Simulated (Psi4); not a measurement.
**r2SCAN/def2-SVPD run of [CF3]+ (SMILES F[C+](F)F)**

Aim: the vertical ionisation energy of [CF3]+ at r2SCAN/def2-SVPD, from 2 runs. 

The results are computed with Psi4 1.11.

## (1) The structure to begin with

[CF3]+: 4 atoms, total charge +1, spin state singlet. As SMILES, `F[C+](F)F`. The shape is that of a PBE0-D4/def2-TZVP optimisation.

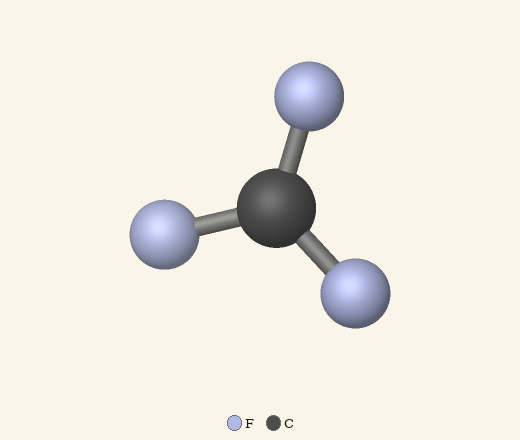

Viewed from a chosen angle; fluorine light blue, carbon dark grey.

## (2) The energy at r2SCAN/def2-SVPD

The input, cf3.py:

```python
import psi4

psi4.set_memory('2200 MB')
psi4.set_num_threads(1)
psi4.set_output_file('output.dat', False)

mol = psi4.geometry("""
1 1
F      0.698600    -0.114600     1.005400
C      0.000000     0.000000     0.000000
F     -0.609500    -0.973400    -0.439400
F     -0.089000     1.088000    -0.566000
units angstrom
symmetry c1
""")

psi4.set_options({
    'basis': 'def2-SVPD',
    'puream': True,
    'e_convergence': 1e-09,
    'd_convergence': 1e-08,
    'scf_type': 'pk',
    'dft_radial_points': 99,
    'dft_spherical_points': 590,
})

energy_value = psi4.energy('r2scan')
print(f'total energy {energy_value:.8f} hartree = {energy_value * 27.211386:.5f} eV')
```

The run is started by

```console
python cf3.py
```

output.dat:

```text
[...]
  Running in c1 symmetry.
[...]
  Nuclear repulsion =  130.092792016670501
[...]
  Multiplicity = 1
[...]
  Nalpha       = 16
  Nbeta        = 16
[...]
    Number of basis functions: 89
[...]
   @RKS iter   1:  -336.79864413768877    6.22359e-01   4.34904e-03 ADIIS/DIIS
[...]
   @RKS iter   9:  -336.84753445019470   -1.55183e-11   1.28907e-09 DIIS
[...]
    Orbital Energies [Eh]
    ---------------------
    Doubly Occupied:
       1A    -24.933715     2A    -24.933713     3A    -24.933524
       4A    -10.722243     5A     -1.687852     6A     -1.596648
       7A     -1.596645     8A     -1.009475     9A     -0.950829
      10A     -0.950826    11A     -0.917183    12A     -0.798189
      13A     -0.798177    14A     -0.787373    15A     -0.787371
      16A     -0.742394
[...]
  @RKS Final Energy:  -336.84753445019470
   => Energetics <=
    Nuclear Repulsion Energy =            130.0927920166705007
    One-Electron Energy =                -714.1932283657592961
    Two-Electron Energy =                 283.5083048004472630
    DFT Exchange-Correlation Energy =     -36.2554029015531611
    Empirical Dispersion Energy =           0.0000000000000000
    VV10 Nonlocal Energy =                  0.0000000000000000
    Total Energy =                       -336.8475344501947006
[...]
 Multipole Moments:
 ------------------------------------------------------------------------------------
     Multipole            Electronic (a.u.)      Nuclear  (a.u.)        Total (a.u.)
 ------------------------------------------------------------------------------------
 L = 1.  Multiply by 2.5417464519 to convert [e a0] to [Debye]
 Dipole X            :         -0.0000220           -0.0000164           -0.0000384
 Dipole Y            :          0.0000176            0.0000000            0.0000176
 Dipole Z            :          0.0000085            0.0000000            0.0000085
 Magnitude           :                                                    0.0000431
[...]
```

On the terminal:

```text
total energy -336.84753445 hartree = -9166.08828 eV
```

It took 44 s on 1 thread of Intel Xeon at 2.50GHz (Skylake/Cascade Lake), shared host; peak memory 1 GiB.

## (3) Doublet [CF3]2+ at the same level

The input, cf3.inp:

```
memory 2200 MB

molecule {
  2 2
  F      0.698600    -0.114600     1.005400
  C      0.000000     0.000000     0.000000
  F     -0.609500    -0.973400    -0.439400
  F     -0.089000     1.088000    -0.566000
  symmetry c1
  no_reorient
  no_com
}

set basis def2-SVPD
set reference uks
set puream true
set e_convergence 1e-09
set d_convergence 1e-08
set scf_type pk
set dft_radial_points 99
set dft_spherical_points 590
set maxiter 100

result, w = energy('r2scan', return_wfn=True)
oeprop(w, 'QUADRUPOLE', 'MAYER_INDICES', 'MULLIKEN_CHARGES')
```

The run is started by

```console
psi4 -n 1 cf3.inp cf3.out
```

cf3.out (excerpt; [...] marks lines left out):

```text
[...]
  Running in c1 symmetry.
[...]
  Nuclear repulsion =  130.092792016670501
[...]
  Multiplicity = 2
[...]
  Nalpha       = 16
  Nbeta        = 15
[...]
    Number of basis functions: 89
[...]
   @UKS iter   1:  -335.87884572639547    1.54216e+00   3.81907e-03 DIIS/ADIIS
[...]
   @UKS iter  12:  -335.93540585000767   -1.47793e-12   2.00651e-09 DIIS
[...]
   @S^2 Observed:                7.541087617E-01
[...]
  @UKS Final Energy:  -335.93540585000767
   => Energetics <=
    Nuclear Repulsion Energy =            130.0927920166705007
    One-Electron Energy =                -701.6889771169305732
    Two-Electron Energy =                 271.3751897382306879
    DFT Exchange-Correlation Energy =     -35.7144104879782560
    Empirical Dispersion Energy =           0.0000000000000000
    VV10 Nonlocal Energy =                  0.0000000000000000
    Total Energy =                       -335.9354058500076690
[...]
 Multipole Moments:
 ------------------------------------------------------------------------------------
     Multipole            Electronic (a.u.)      Nuclear  (a.u.)        Total (a.u.)
 ------------------------------------------------------------------------------------
 L = 1.  Multiply by 2.5417464519 to convert [e a0] to [Debye]
 Dipole X            :         -0.0016385            0.0017008            0.0000623
 Dipole Y            :         -0.0000031            0.0000000           -0.0000031
 Dipole Z            :          0.0000150            0.0000000            0.0000150
 Magnitude           :                                                    0.0000641
 L = 2.  Multiply by 1.3450342976 to convert [e a0^2] to [Debye ang]
 Quadrupole XX       :        -37.7049859           27.8795848           -9.8254010
 Quadrupole XY       :        -12.7542117           13.3827856            0.6285739
[...]
  Mulliken Charges: (a.u.)
   Center  Symbol    Alpha    Beta     Spin     Total
       1     F     4.63753  4.27611  0.36143  0.08636
       2     C     2.08736  2.17163 -0.08426  1.74101
       3     F     4.63756  4.27613  0.36143  0.08631
       4     F     4.63754  4.27613  0.36141  0.08633
   Total alpha = 16.00000, Total beta = 15.00000, Total charge =  2.00000
  Mayer Bond Indices:
  Total Bond Index:
  Irrep: 1 Size: 4 x 4
[...]
```

It took 80 s on 1 thread of Intel Xeon at 2.50GHz (Skylake/Cascade Lake), shared host; peak memory 1 GiB.

## (4) Summary of results

Level: r2SCAN/def2-SVPD.

| quantity | value |
| --- | --- |
| singlet [CF3]+: total energy | -336.84753 Eh |
| singlet [CF3]+: HOMO energy | -20.20 eV |
| singlet [CF3]+: LUMO energy | -11.49 eV |
| singlet [CF3]+: HOMO–LUMO gap | 8.71 eV |
| doublet [CF3]2+: total energy | -335.93541 Eh |
| doublet [CF3]2+: HOMO energy (highest over α and β) | -31.08 eV |
| doublet [CF3]2+: LUMO energy (lowest over α and β) | -29.43 eV |
| doublet [CF3]2+: ⟨S²⟩ | 0.754 |
| vertical ionisation energy (to the doublet dication) | 24.820 eV |

In words: Removing an electron at fixed nuclei costs 24.82 eV (572 kcal/mol). The negative HOMO energy of the first species, 20.20 eV, lies 4.62 eV below that difference.
